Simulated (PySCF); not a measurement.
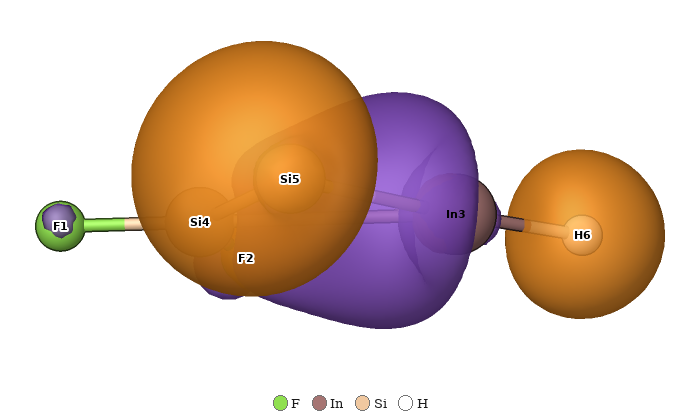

Figure 1: F₂HInSi₂. The HOMO−1 at ±0.1 Å⁻³ᐟ² (orange and purple are the two phases), seen from one side.

Geometry: B3LYP-D3(BJ)/def2-SVP; core potentials replace the inner electrons of In.

Theory: Gaussian-basis quantum chemistry of an isolated molecule with PySCF, energy and nuclear gradient, functional PBE0 in PySCF 2.14.0.

Input

```
import pyscf.grad
from pyscf import gto, dft

mol = gto.M(
    atom=[
    ('F', (-1.665166, -0.469918, 2.218978)),
    ('F', (-1.936447, -1.718729, 0.041027)),
    ('In', (0.785323, -1.924964, -1.383626)),
    ('Si', (-0.785943, -0.980930, 0.956632)),
    ('Si', (1.391124, -0.683129, 0.692454)),
    ('H', (0.560767, -2.774734, -2.883524)),
],
    basis='def2-tzvpd',
    verbose=3,
    ecp={'In': 'def2-svp'},
    max_memory=3720,
)

myscf = dft.RKS(mol)
myscf.xc = 'pbe0'
myscf = myscf.density_fit(auxbasis='def2-universal-jkfit')
myscf.max_cycle = 100
myscf.conv_tol = 1e-09
myscf.grids.level = 3
myscf.kernel()
if not myscf.converged:
    myscf = myscf.newton().run(myscf.mo_coeff, myscf.mo_occ)

e_final = myscf.e_tot
print('E = %.10f Eh' % e_final)
grad = myscf.Gradients().kernel()
dip = myscf.dip_moment()
pop, q = myscf.mulliken_pop()
```

Run with:

```sh
OMP_NUM_THREADS=2 python calc.py
```

Question: What is the character of this orbital?

Answer: By Hirshfeld shares it lies mainly on Si5 (about 50 %), In3 (about 25 %), H6 (about 10 %) and Si4 (about 10 %); it is symmetric in the molecular plane (an in-plane orbital: σ, lone-pair or in-plane π type). Its energy is −7.33 eV.
